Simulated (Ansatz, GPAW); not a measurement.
# Mg/Cd(0001): work function by functional and basis, part 3 of 3

How far do functional and basis move the work function of Mg/Cd(0001)?

GPAW 26.7.0 and Ansatz 0.2.0; Ansatz plane waves; slab in vacuum with a dipole correction, relaxation (the session's first sound run).

So far, upper work function (eV): step 2 (relaxation, PBE) 3.52; step 4 (self-consistent run: xc = "vdW-DF2", GPAW, PAW setups, GPAW) 3.84; step 5 (self-consistent run: xc = "revPBE") 3.47; step 6 (OptPBE vdW: xc = "optPBE-vdW", GPAW, PAW setups, GPAW) 3.69; step 7 (real-space grid: mode = "fd", PBE, GPAW) 3.52.

**9. A second plane-wave code**

A second program with its own datasets checks the number independently.

This step: Ansatz plane waves; slab in vacuum with a dipole correction (Ansatz 0.2.0).

The input, input.yaml:

```yaml
crystal:
  lattice:
    - [5.96, 0.0, 0.0]
    - [2.98, 5.1615114066, 0.0]
    - [0.0, 0.0, 24.8788731682]
  atoms:
    - { symbol: Cd, position: [0.3333333333, 0.3333333333, 0.2813632254] }
    - { symbol: Cd, position: [0.0, 0.0, 0.3943160904] }
    - { symbol: Cd, position: [0.3335103754, 0.3335103754, 0.5146762891] }
    - { symbol: Cd, position: [-0.0013194217, -0.0013194217, 0.6322106851] }
    - { symbol: Cd, position: [0.3333333333, 0.8333333333, 0.2813632254] }
    - { symbol: Cd, position: [0.0, 0.5, 0.3943160904] }
    - { symbol: Cd, position: [0.3335103754, 0.8329792493, 0.5146762891] }
    - { symbol: Cd, position: [-0.0013194217, 0.5026388434, 0.6322106851] }
    - { symbol: Cd, position: [0.8333333333, 0.3333333333, 0.2813632254] }
    - { symbol: Cd, position: [0.5, 0.0, 0.3943160904] }
    - { symbol: Cd, position: [0.8329792493, 0.3335103754, 0.5146762891] }
    - { symbol: Cd, position: [0.5026388434, -0.0013194217, 0.6322106851] }
    - { symbol: Cd, position: [0.8333333333, 0.8333333333, 0.2813632254] }
    - { symbol: Cd, position: [0.5, 0.5, 0.3943160904] }
    - { symbol: Cd, position: [0.8333333333, 0.8333333333, 0.5117145641] }
    - { symbol: Cd, position: [0.5, 0.5, 0.6314365465] }
    - { symbol: Mg, position: [0.1666666667, 0.1666666667, 0.737952031] }
kpoints:
  mp_grid: { grid: [6, 6, 1] }
hamiltonian:
  xc: pbe
scf:
  occupations: { method: fermi_dirac, width: 0.1 }
efield:
  axis: 3
  dipole_correction: true
  ramp_width: 0.05
output:
  forces: true
  write_potential: true
  write_density: true
  volumetric_format: npy
  elf: true
```

Run with:

```console
$ ansatz run input.yaml --threads 4 --pin off --max-ram 8192MiB --backend cpu --events-out ev --progress --plain --runs-dir out
```

Numbers of over 12 decimals in the logs are rounded to 6 here.

The log of the run:

```text
[...]
Crystal: 17 atoms, lattice volume = 765.339 Å³
Basis set: ecut = 420 eV, 14879 PW (Γ), exchange–correlation on 80×80×360 points (8 copies of the dense FFT grid, shifted against one another)
Bands: 198, of which v1, the nominal top of the filled ones, is band 165 counted from 1 (164 counted from 0)
Symmetry: 6 space group operations
[...]
k-points: 7 of 36 (time reversal used)
[...]
SCF iter   1: F=—  HF=-133993.446206 eV  |F-HF|=—  |Δ(HF+E_count)|=         —  Δρ=2.42e-3  dr2=1.60e0  ethr=1.77e-3  p=0.180 e·Å  D=4.27e-2 V/Å  ΔV_dip=-1.06 eV  dr2_dipole=1.06e0  V_vac-E_F(+/−)=2.89/3.94 eV  ⟨swp⟩=6.9  Hψ=5280  notcnv=0  defer=88
[...]
SCF iter   8: F=-133993.337631 eV  HF=-133993.337631 eV  |F-HF|=1.42e-8  |Δ(HF+E_count)|=   3.41e-8  Δρ=1.64e-6  dr2=3.29e-8  ethr=3.03e-11  p=0.056 e·Å  D=1.32e-2 V/Å  ΔV_dip=-0.33 eV  dr2_dipole=1.51e-9  V_vac-E_F(+/−)=3.52/3.85 eV  ⟨swp⟩=21.9  Hψ=11821  notcnv=0
SCF 1 converged in 8 iterations: F = -133993.337631 eV  dr2 = 3.29e-8
[...]
SCF converged after 8 iterations
Free energy (F): -133993.337631 eV
[...]
Internal energy: -133993.216496 eV  (E = F + TS)
E sigma→0 (E₀):  -133993.277063 eV
Entropy (-TS):   -0.121135 eV (-7.126 meV/atom)
Fermi energy:    4.942338 eV
Dipole field:    D = 0.013245 V/Å  (p = 0.056018 e·Å, saw-weighted, corrected)
Work function:   Φ+ = 3.5161 eV   Φ− = 3.8457 eV
[...]
--- Forces (eV/Å), atoms counted from 1 ---
  atom   1  Cd     0.02803054     0.01618344    -0.11656298
  atom   2  Cd    -0.01981157    -0.01143821     0.11490141
  atom   3  Cd    -0.00338645    -0.00195517     0.00055130
  atom   4  Cd    -0.00237454    -0.00137094     0.00524792
  atom   5  Cd     0.00000000    -0.03236688    -0.11656298
  atom   6  Cd    -0.00000000     0.02287643     0.11490141
  atom   7  Cd     0.00000000     0.00391034     0.00055130
  atom   8  Cd    -0.00000000     0.00274189     0.00524792
  atom   9  Cd    -0.02803054     0.01618344    -0.11656298
  atom  10  Cd     0.01981157    -0.01143821     0.11490141
  atom  11  Cd     0.00338645    -0.00195517     0.00055130
  atom  12  Cd     0.00237454    -0.00137094     0.00524792
  atom  13  Cd     0.00000000     0.00000000    -0.10808643
  atom  14  Cd    -0.00000000    -0.00000000     0.11564693
  atom  15  Cd     0.00000000     0.00000000    -0.00862836
  atom  16  Cd    -0.00000000    -0.00000000    -0.00035345
  atom  17  Mg    -0.00000000    -0.00000000    -0.01097689
  max |Σ_I F_I| component: 1.48e-5 eV/Å
--- Band table (eV; the first three rows and the last of 7) ---
  k-point 0: bands = [... 161 lower, 3.5646, 3.7261, 3.7461, 3.7461, 4.0086, 5.1600, 5.1600, 5.2140, ... 29 higher]
  k-point 1: bands = [... 161 lower, 3.8702, 4.0740, 4.2144, 4.4075, 4.4092, 5.4037, 5.4367, 5.5806, ... 29 higher]
  k-point 2: bands = [... 161 lower, 3.5468, 3.6106, 4.4155, 4.8015, 4.8658, 5.6235, 6.0388, 6.3049, ... 29 higher]
  k-point 6: bands = [... 161 lower, 5.0565, 5.0865, 5.3739, 5.4061, 5.5931, 5.7949, 5.9663, 5.9700, ... 29 higher]
```

The job ended after 68 s (4 threads of Arm Neoverse N1, shared host; peak memory 3.1 GiB).

Numbers from this step:

| Quantity | Value |
| --- | --- |
| upper work function | 3.516 eV |
| lower work function | 3.846 eV |
| dipole along the normal | 0.05602 e·Å |
| dipole field | 0.01324 V/Å |
| vacuum level above | 8.458 eV |
| vacuum level below | 8.788 eV |

The electrostatic potential energy of an electron (with the applied field's), less the Fermi level, planar mean oscillates, so the rows of the table below give means over windows of 2.9 Å about each position, cut where the curve ends. Its maxima inside the range that stand out by 2 % of the span (Å: eV): 8.4: 1.21, 11.3: 1.71, 14.2: 1.60, 17.3: 2.01. Its minima: 7.0: -11.0, 9.8: -11.1, 12.7: -11.1, 15.8: -11.2, 18.4: -1.20.

Table of electrostatic potential energy of an electron (with the applied field's), less the Fermi level, planar mean by z; means over each step:

```tsv
z (Å)	electrostatic potential energy of an electron (with the applied field's), less the Fermi level, planar mean (eV)
1.45	3.81
4.35	3.51
7.25	-4.52
10.15	-4.47
13.05	-4.50
15.95	-4.47
18.85	1.35
21.75	3.49
24.65	3.52
```

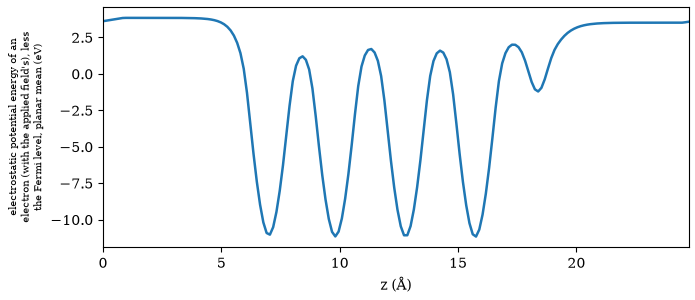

Electrostatic potential energy of an electron (with the applied field's), less the Fermi level, planar mean, plotted against z.

The valence density, planar mean oscillates, so the rows of the table below give means over windows of 2.83 Å about each position, cut where the curve ends. Its maxima inside the range that stand out by 2 % of the span (Å: e/Å³): 7.0: 2.69, 9.8: 2.71, 12.9: 2.65, 15.8: 2.70, 18.4: 0.436. Its minima: 8.4: 0.106, 11.3: 0.0874, 14.2: 0.0910, 17.6: 0.0428.

Table of valence density, planar mean by z; means over each step:

```tsv
z (Å)	valence density, planar mean (e/Å³)
1.42	8.1e-6
4.25	0.00829
7.08	0.914
9.91	0.917
12.73	0.915
15.57	0.914
18.39	0.121
21.23	0.00188
24.05	7.2e-6
```

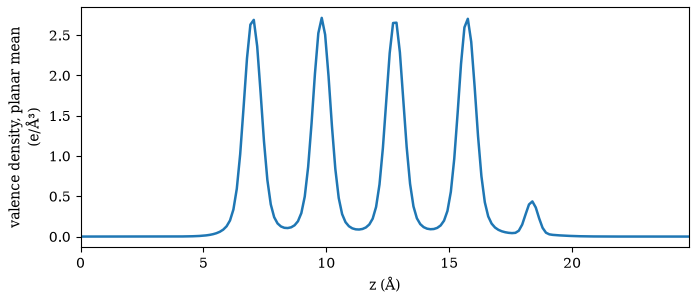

Valence density, planar mean against z.

Force by atom:

```tsv
atom	x (eV/Å)	y (eV/Å)	z (eV/Å)	size
Cd1	0.028	0.016	-0.117	0.121
Cd2	-0.020	-0.011	0.115	0.117
Cd3	-0.003	-0.002	0.001	0.004
Cd4	-0.002	-0.001	0.005	0.006
Cd5	0.000	-0.032	-0.117	0.121
Cd6	0.000	0.023	0.115	0.117
Cd7	0.000	0.004	0.001	0.004
Cd8	0.000	0.003	0.005	0.006
Cd9	-0.028	0.016	-0.117	0.121
Cd10	0.020	-0.011	0.115	0.117
Cd11	0.003	-0.002	0.001	0.004
Cd12	0.002	-0.001	0.005	0.006
Cd13	0.000	0.000	-0.108	0.108
Cd14	0.000	0.000	0.116	0.116
Cd15	0.000	0.000	-0.009	0.009
Cd16	0.000	0.000	0.000	0.000
Mg17	0.000	0.000	-0.011	0.011
```

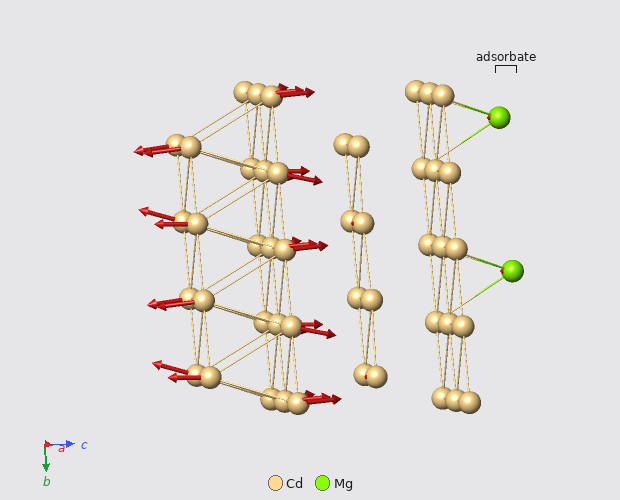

Force as arrows, the longest 0.121 eV/Å. 1×2×1 cells are drawn. Some periodic images of atoms are drawn too.

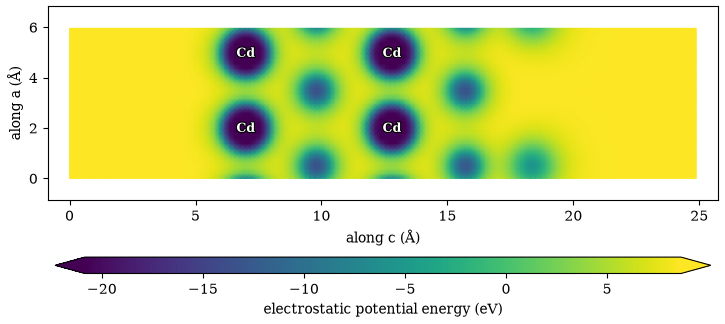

Electrostatic potential energy in the ca plane at fractional y = 0.333, with atoms of Cd within 0.2 Å of it. With pseudopotentials it is smooth inside the atoms' cores, unlike the true potential.

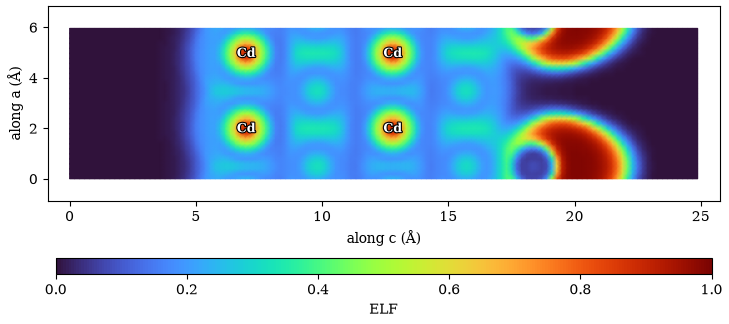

ELF in the ca plane at fractional y = 0.333, with atoms of Cd within 0.2 Å of it. It is the smooth field of the valence electrons, not physical close to the nuclei.

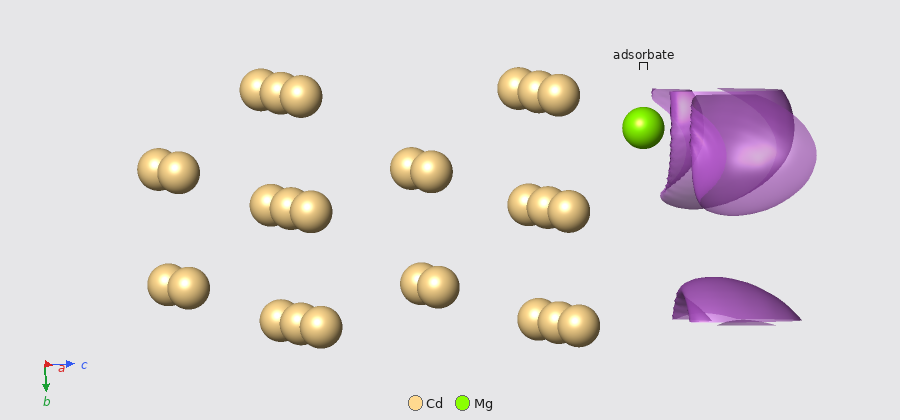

Surface of ELF = 0.85.

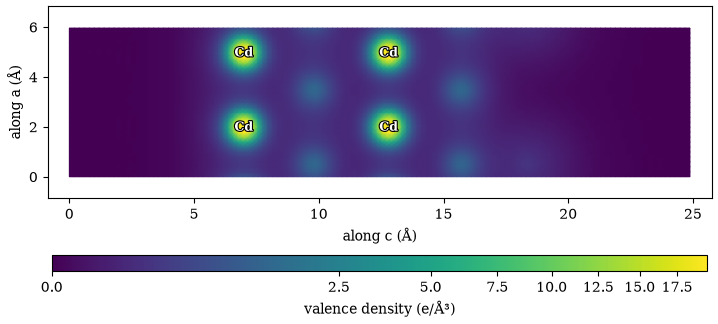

Valence density in the ca plane at fractional y = 0.333, with atoms of Cd within 0.2 Å of it. It is the smooth field of the valence electrons, not physical close to the nuclei. The colour scale is stretched toward low values.

The upper face's work function is 3.516 eV, against 3.522 eV in the first plane-wave PBE run at this geometry.

**10. Side by side**

Results and costs are gathered.

This step: comparison of work functions, dipole and cost (GPAW 26.7.0).

Ladder, by row:

```tsv
step	code	work function, upper (eV)	work function, lower (eV)	dipole (e Å)	wall time (s)	peak memory (GiB)	threads
pw	GPAW	3.522	3.864	0.05768	2985	1.07	1
vdW-DF2	GPAW	3.842	4.192	0.05916	2839	1.5	1
revPBE	GPAW	3.472	3.72	0.0417	2941	1.07	1
optPBE-vdW	GPAW	3.687	4.038	0.05929	2930	1.5	1
fd	GPAW	3.521	3.863	0.05818	12424	5.97	1
ansatz	Ansatz	3.516	3.846	0.05602	67.64	3.054	4
```

**11. Outcome**

- work function, upper and lower face: 3.522 and 3.864 eV
- dipole along the normal: 0.0577 e Å

**Reading.** With plane waves and PBE the work function is 3.52 eV on the upper face and 3.86 eV on the lower. The two faces differ by 0.34 eV, the step that the slab's dipole makes (e p/(ε0 A) gives 0.34 eV), so the dipole layer is needed. Over the sound runs of the table the upper face's work function spans 3.472 (revPBE) to 3.842 eV (vdW-DF2). The two plane-wave codes differ by 0.0060 eV on the upper face. The cell of 30.8 Å² holds one Mg, started on one chosen site; other sites and coverages weren't tried. The in-plane lattice was kept as typed, which isn't the functional's own and leaves some strain; spin-orbit coupling and temperature are left out.

[Logs are printed without paths, hosts, clocks, repeated set-up lines and the standing remarks that a program may print on its own settings, such as how far it seeks lower states.]

[Hosts, paths, dates, database ids (printed as entryN), source tags and the programs' standing remarks are cut or masked in the printed files.]
